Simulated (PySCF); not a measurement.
SMILES COCc1ccco1, GFN2-xTB optimised geometry. Atoms within 1.6 Å of the plane z = 1.5 Å (x, y, z in Å): C1 (-1.46, -1.95, 2.36), O2 (-1.21, -2.56, 1.12), C3 (-1.37, -1.70, 0.02), C4 (-0.38, -0.58, 0.00), C5 (0.99, -0.58, 0.00), C6 (1.38, 0.78, 0.00), C7 (0.23, 1.51, 0.00), O8 (-0.84, 0.69, 0.00), H9 (-0.75, -1.14, 2.56), H11 (-2.48, -1.54, 2.41), H13 (-2.38, -1.26, 0.02), H14 (1.62, -1.44, 0.00), H15 (2.38, 1.16, 0.00), H16 (0.04, 2.56, -0.01).

Method: PySCF with PBE/def2-TZVP. Cells within 0.4 Å of a nucleus heavier than hydrogen are left out (blank, or x).

Map of the HOMO−1 amplitude (bohr^(-3/2)) on the plane z = 1.5 Å; orbital energy -6.02 eV, overall sign arbitrary:

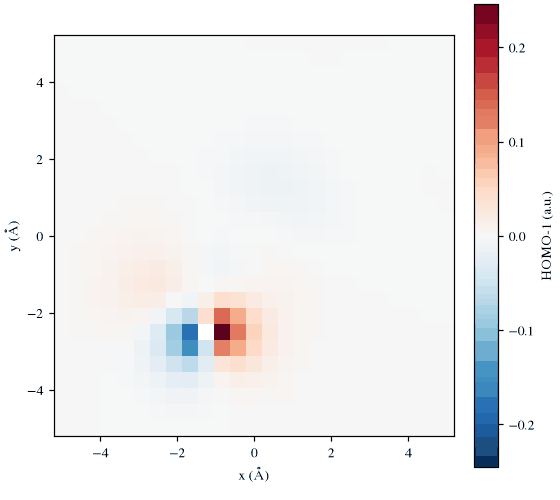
Figure. HOMO−1 amplitude (bohr^(-3/2)) on the plane z = 1.5 Å.
